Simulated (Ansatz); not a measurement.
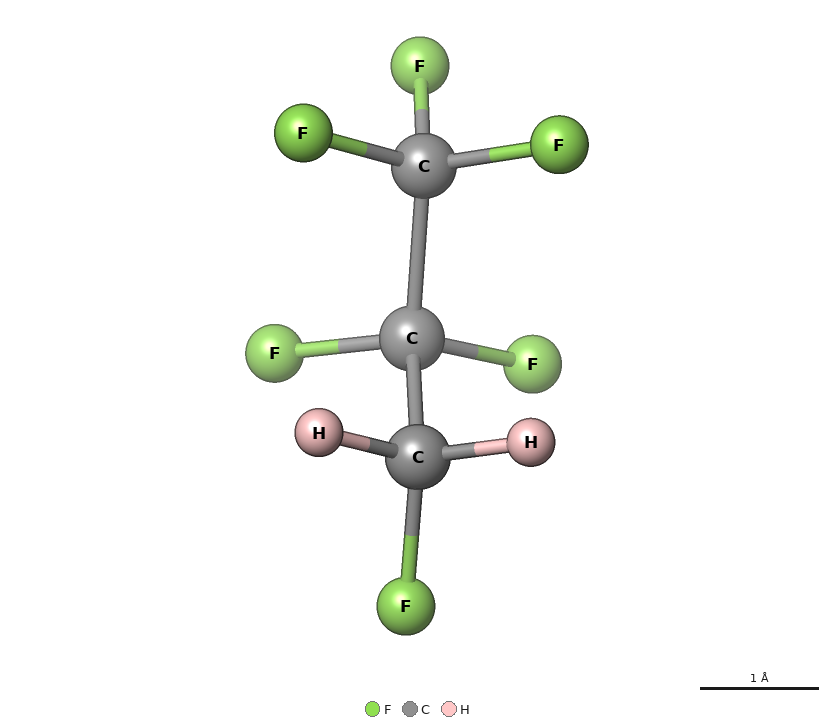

Atoms fade into the background with distance from the viewer. The geometry was computed by an optimisation with PBE-D4/def2-SVP. No frequency run is at hand to confirm it as a minimum. Masses are those of the most abundant isotopes; constants are for the rigid equilibrium geometry.

Question: What kind of rotor is it, and what are its rotational constants in cm⁻¹?

Answer: An asymmetric top (Cs): A = 0.0836, B = 0.0401, C = 0.0387 cm⁻¹. Ray's parameter κ is −0.94, close to the prolate limit.
